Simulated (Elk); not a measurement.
## HfMoC2: optical spectrum from first principles

Aim: the dielectric function of HfMoC2, and the optical constants that follow from it.

Method: DFT, PBEsol, all-electron APW+lo, Dirac cores, scalar-relativistic bands, independent-particle optical response without local fields, in Elk 11.2.3 (patched build).

**1. The structure**

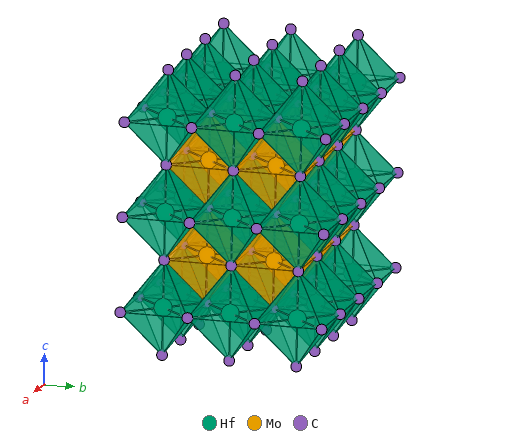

The starting structure, seen slightly off an axis (hafnium teal, molybdenum orange, carbon purple). 3×2×2 cells are drawn. Some periodic images of atoms are drawn too.

**2. Ground state**

First the ground state: is it a metal or has it a gap?

This step: DFT, PBEsol, all-electron APW+lo, Dirac cores, scalar-relativistic bands, ground state (Elk 11.2.3 (patched build)).

File elk.in:

```
tasks
  0
  120

xctype
  22

nempty
  14

lorbcnd
  .true.

rgkmax
  7.0

swidth
  0.0018375

maxscl
  100

epsengy
  1e-05

sppath
  './'

avec
  6.0309154178 0.0000000000 0.0000000000
  0.0000000000 6.0309154178 0.0000000000
  0.0000000000 0.0000000000 8.4757315840

atoms
  3
  'Hf.in'
  1
  0.0000000000 0.0000000000 0.0000000000   0.000 0.000 0.000
  'Mo.in'
  1
  0.5000000000 0.5000000000 0.5000000000   0.000 0.000 0.000
  'C.in'
  2
  0.5000000000 0.5000000000 0.0000000000   0.000 0.000 0.000
  0.0000000000 0.0000000000 0.5000000000   0.000 0.000 0.000

ngridk
  8 8 6

vkloff
  0.5000 0.5000 0.5000
```

Launch:

```bash
OMP_NUM_THREADS=2 elk
```

Numbers of over 12 decimals in the logs are rounded to 6 here.

What it wrote:

```text
┌─────────────────────────┐
│ Elk code version 11.2.3 │
└─────────────────────────┘

All units are atomic (Hartree, Bohr, etc.)

┌─────────────────────────────────────────────────┐
│ Ground-state run starting from atomic densities │
└─────────────────────────────────────────────────┘

Lattice vectors :
   6.030915418       0.000000000       0.000000000
   0.000000000       6.030915418       0.000000000
   0.000000000       0.000000000       8.475731584

Reciprocal lattice vectors :
   1.041829452       0.000000000       0.000000000
   0.000000000       1.041829452       0.000000000
   0.000000000       0.000000000      0.7413148051

Unit cell volume      :    308.2788072
Brillouin zone volume :   0.8046294706

Muffin-tin inner radius fraction :   0.1000000000E-01

Nuclei treated as point charges

Species : 1 (Hf)
 parameters loaded from : Hf.in
 name : hafnium
 nuclear charge    :   -72.00000000
 electronic charge :    72.00000000
 atomic mass :    325367.3659
 muffin-tin radius :    2.549135699
 number of radial points in muffin-tin :   1393
 inner part over the whole radius :   0.9975618462E-02
 number on inner part of muffin-tin    :    997
 approximate nuclear radius :   0.1000320365E-03
 number of mesh points to nuclear radius :    521
 atomic positions (lattice), magnetic fields (Cartesian) :
  1 :   0.00000000  0.00000000  0.00000000    0.00000000  0.00000000  0.00000000

Species : 2 (Mo)
 parameters loaded from : Mo.in
 name : molybdenum
 nuclear charge    :   -42.00000000
 electronic charge :    42.00000000
 atomic mass :    174887.9214
 muffin-tin radius :    2.568800283
 number of radial points in muffin-tin :   1193
 inner part over the whole radius :   0.9932388801E-02
 number on inner part of muffin-tin    :    848
 approximate nuclear radius :   0.8334154960E-04
 number of mesh points to nuclear radius :    420
 atomic positions (lattice), magnetic fields (Cartesian) :
  1 :   0.50000000  0.50000000  0.50000000    0.00000000  0.00000000  0.00000000

Species : 3 (C)
 parameters loaded from : C.in
 name : carbon
 nuclear charge    :   -6.000000000
 electronic charge :    6.000000000
 atomic mass :    21894.16674
 muffin-tin radius :    1.619065509
 number of radial points in muffin-tin :    593
 inner part over the whole radius :   0.9762055852E-02
 number on inner part of muffin-tin    :    404
 approximate nuclear radius :   0.4747601631E-04
 number of mesh points to nuclear radius :    167
 atomic positions (lattice), magnetic fields (Cartesian) :
  1 :   0.50000000  0.50000000  0.00000000    0.00000000  0.00000000  0.00000000
  2 :   0.00000000  0.00000000  0.50000000    0.00000000  0.00000000  0.00000000

Total number of atoms per unit cell :    4
Total muffin-tin volume :    175.9446957
 ratio of muffin-tin to unit cell volume :   0.5707323747

Spin treatment :
 spin-unpolarised

Number of Bravais lattice symmetries :   16
Number of crystal symmetries         :   16
Crystal has inversion symmetry
Real symmetric eigensolver will be used

k-point grid :      8     8     6
k-point offset :   0.5000000000      0.5000000000      0.5000000000
k-point set is reduced with full crystal symmetry group
Total number of k-points :       30

Muffin-tin radius times maximum |G+k| :    7.000000000
 using average radius
Maximum |G+k| for APW functions       :    3.350858723
Maximum (1/2)|G+k|²                   :    5.614127091
Maximum |G| for potential and density :    12.00000000
Constant for pseudocharge density :    8
 order of it for each species :   15  15  15
 order of it for pair densities of each species (exact exchange by exxq0 0: 15) :   14  15   4
Radial integration step length :    1

G-vector grid sizes :     24    24    35
Number of G-vectors :     9013

Maximum angular momentum used for
 APW functions            :    8
 outer part of muffin-tin :    6
 inner part of muffin-tin :    2

Total nuclear charge    :   -126.0000000
Total core charge       :    78.00000000
Total valence charge    :    48.00000000
Total excess charge     :    0.000000000
Total electronic charge :    126.0000000

Effective Wigner radius, rₛ :   0.8359138196

Number of empty states         :     56
Total number of valence states :     81
Total number of core states    :     78

Conduction state local-orbitals added automatically
Third-order local-orbitals added for an l without core states : F
Total number of local-orbitals :    251

Exchange-correlation functional :     22     0     0
 PBEsol, Phys. Rev. Lett. 100, 136406 (2008)
 gradient requirement :    1
 generalised gradient approximation (GGA)

Smearing type :    3
 Fermi-Dirac
Smearing width :   0.1837500000E-02
Effective electronic temperature (K) :    580.2366081

Mixing type :    3
 Broyden mixing, J. Phys. A: Math. Gen. 17, L317 (1984)

Kohn-Sham potential initialised from atomic data

┌──────────────────────────────┐
│ Self-consistent loop started │
└──────────────────────────────┘

┌─────────────────┐
│ Loop number : 1 │
└─────────────────┘

Energies :
 Fermi                       :     0.330253
 sum of occupied eigenvalues :     -11669.674018152
 electron kinetic            :      21139.629333421
 core electron kinetic       :      20504.890987236
 Coulomb                     :     -39919.746193736
 Coulomb potential           :     -32251.614816931
 nuclear-nuclear             :     -1917.0648361658
 electron-nuclear            :     -43794.405355662
 Hartree                     :      5791.7239980911
 Madelung                    :     -23793.938785271
 xc potential                :     -557.68853464163
 exchange                    :     -429.16218670797
 correlation                 :     -7.820413
 electron entropic           :    -0.20079625605886E-03
 total energy                :     -19217.099661182

Density of states at Fermi energy :    17.52711361
 (states/Hartree/unit cell)

Estimated indirect band gap :   0.9464928751E-02
 from k-point 7 to k-point 25
Estimated direct band gap   :   0.2385789642E-01
 at k-point 3

Charges :
 core                        :    78.00000000
 valence                     :    48.00000000
 interstitial                :    5.978240559
 muffin-tins (core leakage)
  species : 1 (Hf)
   atom 1                    :    70.11068922     (  0.2211545166E-05)
  species : 2 (Mo)
   atom 1                    :    38.78273181     (  0.1080809788E-06)
  species : 3 (C)
   atom 1                    :    5.614585881     (  0.1811910540E-04)
   atom 2                    :    5.513752526     (  0.1806613220E-04)
 total in muffin-tins        :    120.0217594
 total calculated charge     :    125.9985531
 total charge                :    126.0000000
 error                       :   0.1446855869E-02

┌─────────────────┐
│ Loop number : 2 │
└─────────────────┘

Energies :
 Fermi                       :     0.331128
 sum of occupied eigenvalues :     -11669.814163444
 electron kinetic            :      21139.852061077
 core electron kinetic       :      20504.755065982
 Coulomb                     :     -39920.196557966
 Coulomb potential           :     -32251.378742389
 nuclear-nuclear             :     -1917.0648361658
 electron-nuclear            :     -43795.559358822
 Hartree                     :      5792.4276370216
 Madelung                    :     -23794.507186772
 xc potential                :     -558.28748213209
 exchange                    :     -429.17441949459
 correlation                 :     -7.821361
 electron entropic           :    -0.20795983114431E-03
 total energy                :     -19217.340485065

Density of states at Fermi energy :    17.96717068
 (states/Hartree/unit cell)

Estimated indirect band gap :   0.8213839897E-02
 from k-point 7 to k-point 25
Estimated direct band gap   :   0.2379528259E-01
 at k-point 3

Charges :
 core                        :    78.00000000
 valence                     :    48.00000000
 interstitial                :    5.979421739
 muffin-tins (core leakage)
  species : 1 (Hf)
   atom 1                    :    70.10710887     (  0.2207321081E-05)
  species : 2 (Mo)
   atom 1                    :    38.83434361     (  0.1056464747E-06)
  species : 3 (C)
   atom 1                    :    5.588436833     (  0.1815338542E-04)
   atom 2                    :    5.490688952     (  0.1809748026E-04)
 total in muffin-tins        :    120.0205783
 total calculated charge     :    125.9985745
 total charge                :    126.0000000
 error                       :   0.1425467157E-02

RMS change in Kohn-Sham potential (target) :    2.128032233     (  0.1000000000E-05)
Absolute change in total energy (target)   :   0.2408238832     (  0.1000000000E-04)

[... 17 loops left out ...]

┌──────────────────┐
│ Loop number : 20 │
└──────────────────┘

Energies :
 Fermi                       :     0.455535
 sum of occupied eigenvalues :     -11659.642160043
 electron kinetic            :      21153.611694716
 core electron kinetic       :      20505.595175467
 Coulomb                     :     -39932.739553930
 Coulomb potential           :     -32237.616993450
 nuclear-nuclear             :     -1917.0648361658
 electron-nuclear            :     -43835.313153300
 Hartree                     :      5819.6384355357
 Madelung                    :     -23813.931057205
 xc potential                :     -575.63686130922
 exchange                    :     -429.69434747652
 correlation                 :     -7.852661
 electron entropic           :    -0.62829908747082E-03
 total energy                :     -19216.675495595

Density of states at Fermi energy :    59.06700594
 (states/Hartree/unit cell)

Estimated indirect band gap :   0.1745715325E-02
 from k-point 13 to k-point 12
Estimated direct band gap   :   0.5799529096E-02
 at k-point 13

Charges :
 core                        :    78.00000000
 valence                     :    48.00000000
 interstitial                :    5.818992948
 muffin-tins (core leakage)
  species : 1 (Hf)
   atom 1                    :    70.19007830     (  0.2046476517E-05)
  species : 2 (Mo)
   atom 1                    :    40.49959592     (  0.6259385188E-07)
  species : 3 (C)
   atom 1                    :    4.769257572     (  0.1848665701E-04)
   atom 2                    :    4.722075261     (  0.1834750625E-04)
 total in muffin-tins        :    120.1810071
 total calculated charge     :    125.9991970
 total charge                :    126.0000000
 error                       :   0.8030260415E-03

RMS change in Kohn-Sham potential (target) :   0.6472697993E-06 (  0.1000000000E-05)
Absolute change in total energy (target)   :   0.8985069144E-05 (  0.1000000000E-04)

Convergence targets achieved

┌──────────────────┐
│ Loop number : 21 │
└──────────────────┘

Energies :
 Fermi                       :     0.455535
 sum of occupied eigenvalues :     -11659.642157953
 electron kinetic            :      21153.611690380
 core electron kinetic       :      20505.595174145
 Coulomb                     :     -39932.739548758
 Coulomb potential           :     -32237.616993069
 nuclear-nuclear             :     -1917.0648361658
 electron-nuclear            :     -43835.313142776
 Hartree                     :      5819.6384301842
 Madelung                    :     -23813.931052223
 xc potential                :     -575.63685526408
 exchange                    :     -429.69434719000
 correlation                 :     -7.852661
 electron entropic           :    -0.62829863172614E-03
 total energy                :     -19216.675494463

Density of states at Fermi energy :    59.06698804
 (states/Hartree/unit cell)

Estimated indirect band gap :   0.1745694904E-02
 from k-point 13 to k-point 12
Estimated direct band gap   :   0.5799522113E-02
 at k-point 13

Charges :
 core                        :    78.00000000
 valence                     :    48.00000000
 interstitial                :    5.818993212
 muffin-tins (core leakage)
  species : 1 (Hf)
   atom 1                    :    70.19007864     (  0.2046476112E-05)
  species : 2 (Mo)
   atom 1                    :    40.49959473     (  0.6259248408E-07)
  species : 3 (C)
   atom 1                    :    4.769257816     (  0.1848665672E-04)
   atom 2                    :    4.722075609     (  0.1834750506E-04)
 total in muffin-tins        :    120.1810068
 total calculated charge     :    125.9991970
 total charge                :    126.0000000
 error                       :   0.8030262969E-03

┌──────────────────────────────┐
│ Self-consistent loop stopped │
└──────────────────────────────┘

Wrote STATE.OUT
```

The job ended after 37 s (2 threads of Arm Neoverse V2, shared host; peak memory 0.12 GiB; 70 s of CPU time).

Numbers from this step:

```
total energy           : -19217 Ha
Fermi energy           : 12.40 eV
DOS at the Fermi level : 2.171 states/eV/cell
```

There are states at the Fermi level within the smearing, so the occupations stay smeared and the carriers get a Drude term.

**3. Independent particles**

With the density converged, the vertical transitions are summed over the zone.

This step: DFT, PBEsol, all-electron APW+lo, Dirac cores, scalar-relativistic bands, independent-particle optical response without local fields (Elk 11.2.3 (patched build)).

elk.in: that of step 2 with these lines changed.

```diff
@@ -1,4 +1,10 @@
 tasks
-  0
-  120
+  121
+
+optcomp
+  1 1
+  3 3
+
+intraband
+  .true.
 
@@ -17,9 +23,7 @@
 swidth
-  0.0018375
+  0.0110248
 
-maxscl
-  100
-
-epsengy
-  1e-05
+wplot
+  400 100 0
+  0.0 0.55124
```

Launch:

```bash
OMP_NUM_THREADS=2 elk
```

What it wrote:

```text
┌─────────────────────────────────┐
│ Elk code version 11.2.3 started │
└─────────────────────────────────┘

Info(readinput): the functional depends on the density's gradient
 muffin-tin radial points multiplied by    2.00000
 (not where nrmtscf is given)

┌────────────────────┐
│ Current task : 121 │
└────────────────────┘
Info(checkmt): changed muffin-tin radius of species 1 (Hf) from   2.8000 to   2.5491
Info(checkmt): changed muffin-tin radius of species 2 (Mo) from   2.6000 to   2.5688
Info(checkmt): changed muffin-tin radius of species 3 (C) from   1.8000 to   1.6191

Info(dielectric):
 dielectric tensor written to EPSILON_ij.OUT
 optical conductivity written to SIGMA_ij.OUT
 plasma frequency written to PLASMA_ij.OUT
 for components
  i = 1, j = 1
  i = 3, j = 3

┌──────────────────┐
│ Elk code stopped │
└──────────────────┘
```

Elapsed: 7.9 s, on 2 threads; peak memory 0.03 GiB.

This step gave:

| Property | Result |
| --- | --- |
| Drude plasma energy, first axis | 5.403 eV |

The Im ε has structure finer than the step of the table below, so its rows give means over 1 eV, whole bins alone (the curve runs from 0.3 to 15.0 eV). Peaks (eV: height): E ∥ x 4.2: 12.5; E ∥ z 3.4: 14.2, 8.1: 8.60, 11.7: 5.86.

Sum at mesh points, not converged in k. The Im ε by photon energy; means over each step:

```tsv
photon energy (eV)	E ∥ x	E ∥ z
1	27.8	29.9
2	17.4	10.1
3	11.1	13.2
4	11.1	13.6
5	10.9	10.7
6	9.16	7.10
7	7.63	6.28
8	6.65	7.72
9	5.36	4.96
10	4.15	3.38
11	3.83	3.98
12	3.71	4.88
13	2.96	2.75
14	2.25	2.05
```

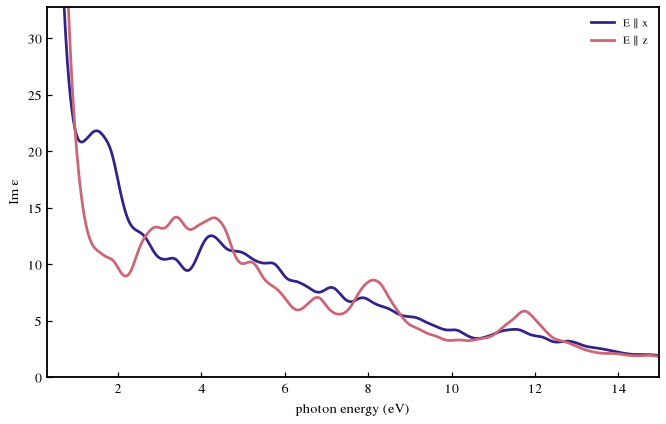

Im ε, plotted against photon energy. Below 1 eV the curve runs off the scale.

Values under 1 per cm are given as 1; sum at mesh points, not converged in k. Absorption coefficient against photon energy:

```tsv
photon energy (eV)	E ∥ x (1/cm)	E ∥ z (1/cm)
1.99	6.0e5	4.1e5
4.01	7.7e5	9.4e5
6.00	1.3e6	1.3e6
7.99	1.6e6	1.6e6
10.01	1.7e6	1.4e6
12.00	2.0e6	2.4e6
13.99	2.0e6	1.9e6
```

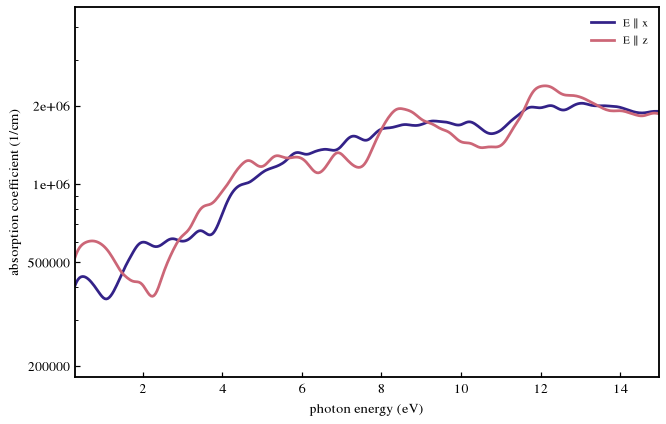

Absorption coefficient, plotted against photon energy.

Sum at mesh points, not converged in k. Table of loss function −Im 1/ε at q → 0 by energy loss; read off at these points:

```tsv
energy loss (eV)	E ∥ x	E ∥ z
1.0	0.0446	0.0159
2.0	0.0571	0.0995
3.0	0.0867	0.0632
4.0	0.0697	0.0693
5.0	0.0887	0.0991
6.0	0.112	0.137
7.0	0.128	0.157
8.0	0.142	0.118
9.0	0.175	0.171
10.0	0.221	0.291
10.4	0.246	0.306
10.7	0.279	0.291
11.0	0.260	0.260
12.0	0.242	0.168
13.0	0.269	0.240
14.0	0.338	0.358
```

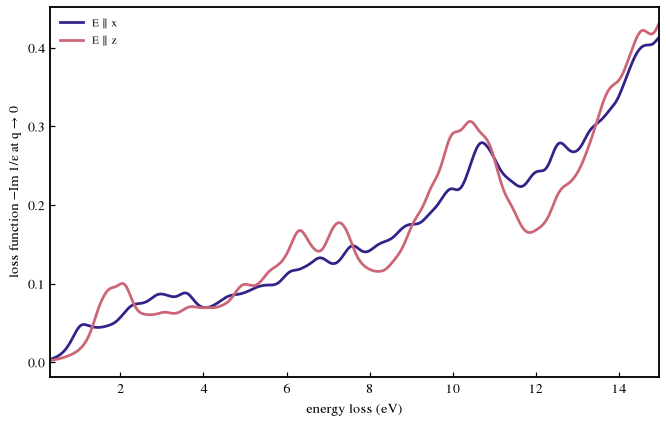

Loss function −Im 1/ε at q → 0, plotted against energy loss.

The reflectivity at normal incidence has structure finer than the step of the table below, so its rows give means over 1 eV, whole bins alone (the curve runs from 0.3 to 15.0 eV). Peaks (eV: height): E ∥ x 5.8: 42.1, 7.3: 40.4, 13.1: 38.4; E ∥ z 4.6: 47.8, 6.9: 36.8, 8.7: 46.9, 12.3: 45.7.

Sum at mesh points, not converged in k. Table of reflectivity at normal incidence by photon energy; means over each step:

```tsv
photon energy (eV)	E ∥ x (%)	E ∥ z (%)
1	63.4	78.9
2	49.6	40.8
3	39.7	41.6
4	38.7	44.2
5	40.9	45.2
6	40.7	39.2
7	38.9	33.5
8	39.0	38.0
9	39.2	44.0
10	37.0	32.1
11	30.9	25.3
12	36.5	40.7
13	37.0	43.9
14	37.1	37.6
```

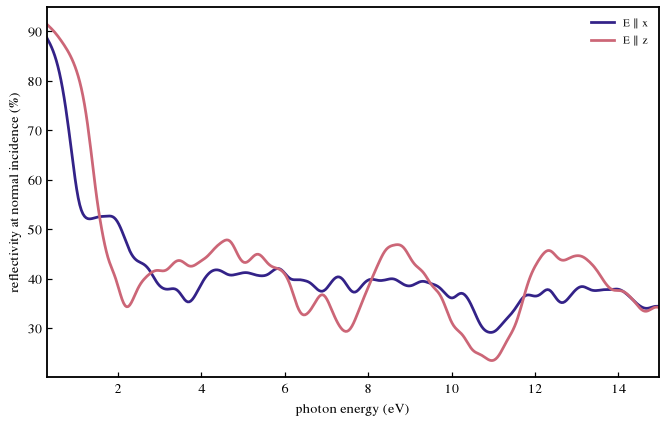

Reflectivity at normal incidence, plotted against photon energy.

Optical constants at common wavelengths, from n + ik = √ε:

```tsv
wavelength (nm)	n x	k x	R (%) x	1/α x	n z	k z	R (%) z	1/α z
1550	2.76	4.977	71.6	25 nm	2.31	7.432	86.0	17 nm
1064	3.36	3.104	53.1	27 nm	1.63	4.607	76.9	18 nm
633	3.05	2.994	51.9	17 nm	2.39	2.091	39.7	24 nm
532	2.76	2.431	44.9	17 nm	2.97	1.609	35.3	26 nm
405	2.69	1.946	38.2	17 nm	3.18	2.075	41.6	16 nm
365	2.73	1.910	37.8	15 nm	3.14	2.256	43.5	13 nm
193	2.00	2.066	39.7	7.4 nm	1.80	1.695	32.8	9.1 nm
```

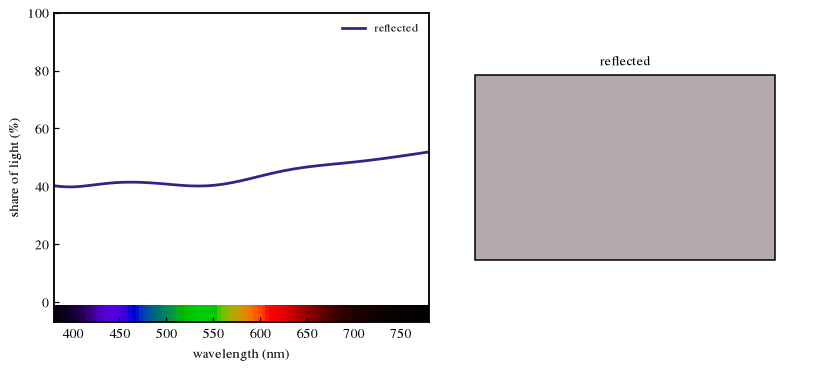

Light reflected across the visible range, with the colour that it makes of daylight (sRGB).

In reflection the computed colour is light grey: x = 0.320, y = 0.327, luminous reflectivity 42 %.

**4. Summary of results**

```json
{
  "Drude plasma energy, first axis": "5.40 eV"
}
```

In words: At this level (PBEsol, independent particles) HfMoC2 is a metal with a Drude plasma energy of 5.4 eV along x and 6.8 eV along z. The mesh is too coarse to trust the carriers' weight, the reflectivity or the colour to better than tens of per cent. Along x the bare Drude plasma energy is 5.4 eV; Re ε first rises through zero at 1.11 eV, far lower, because interband transitions screen the carriers. Im ε is 21 there, so the loss peak at that energy is weak. In reflection the computed colour is light grey: x = 0.320, y = 0.327, luminous reflectivity 42 %. The carriers' damping of 0.3 eV is typed, not computed; at 0.8 eV the carriers give 55 % of Im ε along the first axis; the rest comes from the sum over bands, which at low energy also holds close bands and the noise of the mesh. Spin-orbit coupling is left out although heavy atoms are present. The sum runs over mesh points 0.25 Å⁻¹ apart with no interpolation, so peaks are partly noise of the mesh, and the Drude plasma energy, a sum over the Fermi surface, isn't converged. Besides steps told in other documents, this task had 1 run with a known fault of program or setting; those not told in a step above aren't shown.

[Machine, clock and banner lines and Python warnings are left out of the logs.]

[Logs are printed without paths, hosts, clocks, repeated set-up lines and the standing remarks that a program may print on its own settings, such as how far it seeks lower states.]

[Hosts, paths, dates, database ids (printed as entryN), source tags and the programs' standing remarks are cut or masked in the printed files.]
